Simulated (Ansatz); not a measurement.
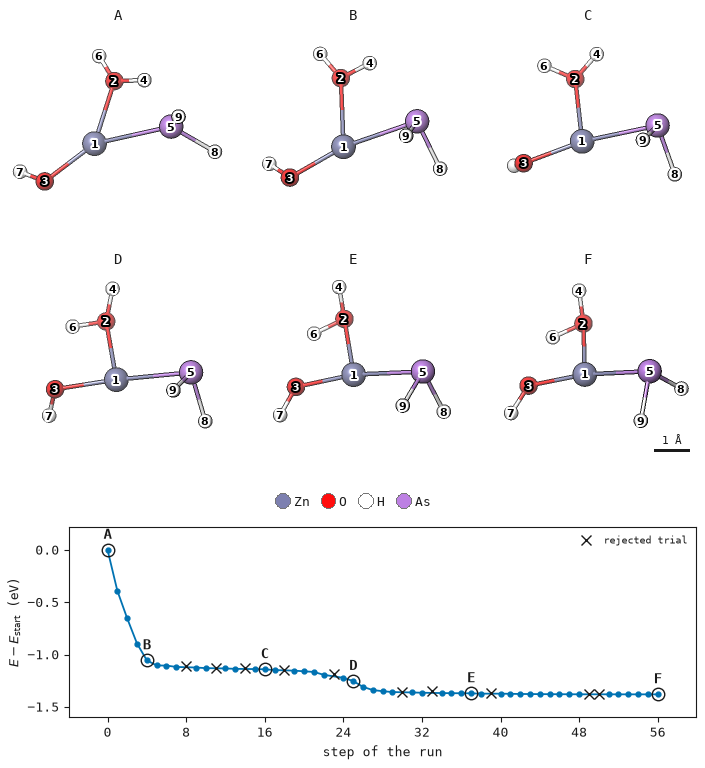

Frames of a relaxation of ZnAsH$_{5}$O$_{2}$ (started from a transition state, displaced along its imaginary mode), marked on the history of the run. A ball-and-stick model, seen from a free direction.

Level of theory: RKS PBE0-D4/def2-TZVP (Ansatz). Settings: force threshold 0.005 eV/Å; at most 200 steps.

### Describe the path.

The energy falls by 1.381 eV in 46 accepted moves (56 points after the start). Largest force component: 2.4 eV/Å at the start, 0.0043 eV/Å at the end. The line search rejected the trial steps at points 8, 11, 14, 18, 23, 30, 33, 39 and more of the run. The atom that moves furthest after the best rigid fit is H9 (1.74 Å). By element the largest moves are H 1.74 Å, O 1.23 Å, As 0.94 Å, Zn 0.81 Å. Some distances before and after: H4–As5 1.924 → 4.310 Å, Zn1–O2 2.014 → 2.239 Å, Zn1–As5 2.453 → 2.367 Å, O2–H4 1.006 → 0.960 Å. Bond angles that change, for instance: O2–Zn1–O3 136.8° → 76.4°, Zn1–O2–H6 134.9° → 83.5°, O2–Zn1–As5 72.9° → 117.1°. Groups turn about Zn1–O3 by about 160°. From step 0 to 4: H4 moves most (0.73 Å), energy −1.056 eV. From step 4 to 16: H6 moves most (0.47 Å), energy −0.085 eV. From step 16 to 25: O3 moves most (0.58 Å), energy −0.112 eV. From step 25 to 37: H7 moves most (0.60 Å), energy −0.117 eV. From step 37 to 56: H8 moves most (0.60 Å), energy −0.010 eV.

```
step  E − E(0), eV  largest force component, eV/Å      note
   0        0.0000                         2.4024          
   1       -0.3914                         1.1068          
   2       -0.6545                         2.3846          
   3       -0.8949                         2.5030          
   4       -1.0560                         1.5076          
   5       -1.1047                         0.4858          
   6       -1.1057                         0.4353          
   7       -1.1188                         0.0977          
   8       -1.1129                         0.7409  rejected
   9       -1.1243                         0.0947          
  10       -1.1301                         0.0880          
  12       -1.1333                         0.0718          
  15       -1.1394                         0.0759          
  17       -1.1486                         0.1286          
  20       -1.1606                         0.2342          
  22       -1.1939                         0.5039          
  25       -1.2535                         0.4601          
  27       -1.3398                         0.3012          
  29       -1.3589                         0.1640          
  32       -1.3652                         0.1002          
  34       -1.3685                         0.0215          
  37       -1.3709                         0.1251          
  39       -1.3716                         0.3161  rejected
  41       -1.3756                         0.1950          
  44       -1.3786                         0.0398          
  46       -1.3795                         0.0725          
  49       -1.3798                         0.1369  rejected
  51       -1.3804                         0.0223          
  54       -1.3807                         0.0097          
  56       -1.3807                         0.0043
```
